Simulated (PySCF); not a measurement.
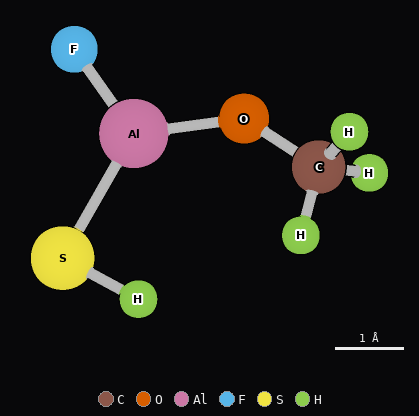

*The structure (ball-and-stick view, seen at a tilt). Sticks mark near contacts.*

# Excited-state calculation of CH4AlFOS

System: CH4AlFOS.
Method: ADC(2)/def2-SVP, RHF (PySCF 2.14.0).

The run did not end well. The geometry comes from this level: PBE0-D4/def2-TZVP.

Input file (input.py)
```python
# C[O][Al]([F])[SH]
from pyscf import gto, scf, adc

molecule = gto.M(
    atom='''
C     -0.717907    -2.671317     0.234326
O      0.717718    -1.007980    -1.224920
Al     1.440160     2.057534    -1.323375
F      3.328942     3.065325    -3.562701
S      0.037417     4.835053     1.338115
H     -1.639904    -1.734580     1.838515
H      0.487738    -4.175350     0.981713
H     -2.189626    -3.543425    -0.927100
H     -1.297297     3.087435     2.613302
''',
    verbose=3,
    max_memory=1860,
    basis='def2-svp',
    unit='bohr',
    spin=0,
)

mf = scf.RHF(molecule)
mf.conv_tol = 0.001
mf.kernel()

myadc = adc.ADC(mf, frozen=13)
myadc.method = 'adc(2)'

myadc.method_type = 'ee'
e, vec, osc, x = myadc.kernel(nroots=3)

roots = e * 27.211386
print('root  energy (eV)  strength')
for i, (w, f) in enumerate(zip(roots, osc), 1):
    print('%3d %10.4f %10.5f' % (i, w, f))
```

Hardware: 1 thread of Arm Neoverse V1, 24 GiB of memory available, shared host.

Launch command:
```bash
OMP_NUM_THREADS=1 python input.py
```

Log
```
converged SCF energy = -853.747057902592
MP2 correlation energy of reference state (a.u.) = -0.69800172

WARN: Davidson iterations for 2 root(s) did not converge!!!

root  energy (eV)  strength
  1     6.4769    0.02368
  2     7.1120    0.03528
  3     7.1403    0.03565
```

Outcome

```json
{"quantity": "outcome", "value": "not converged"}
{"quantity": "SCF energy", "value": "−853.747058 hartree"}
{"quantity": "correlation energy", "value": "−0.698002 hartree"}
{"quantity": "basis functions", "value": "98"}
{"quantity": "HOMO of the SCF reference", "value": "−10.72 eV"}
{"quantity": "LUMO of the SCF reference", "value": "2.45 eV"}
{"quantity": "lowest excitation", "value": "6.48 eV"}
{"quantity": "wall time", "value": "48 s"}
{"quantity": "peak memory", "value": "1.1 GiB"}
```

The run did not converge. Its last values are not results.
